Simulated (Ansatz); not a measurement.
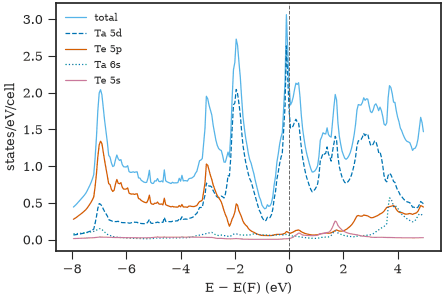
Fig. 1. Total and projected density of states of TaTe (CsCl type, Pm-3m), plane-wave PAW r²SCAN (Ansatz code)

Q: Which orbitals carry the states next to the Fermi level?

A: Within 0.5 eV of the Fermi level: Ta 5d 80 %, Te 5p 5 %, outside the projected shells 10 %. Projections are on Löwdin-orthogonalised atomic valence shells; empty p or d shells of many metals are not among them.

The start of the workflow was typed in or built on a structure type; neither database checked (COD, Materials Project) lists it. Whether it is the stable phase at ambient conditions was not checked. The r²SCAN relaxation kept the symmetry of its start; whether a distortion lowers the energy is not shown. The run is not spin-polarised. Its formation energy is positive at this level, so the cell may be metastable or incomplete. With an odd number of electrons in the cell and no spin polarisation, the count alone makes it a metal. Scalar-relativistic: spin–orbit coupling is off unless named, which matters more the heavier the elements.

Potentials: the later of the program's two PAW sets.
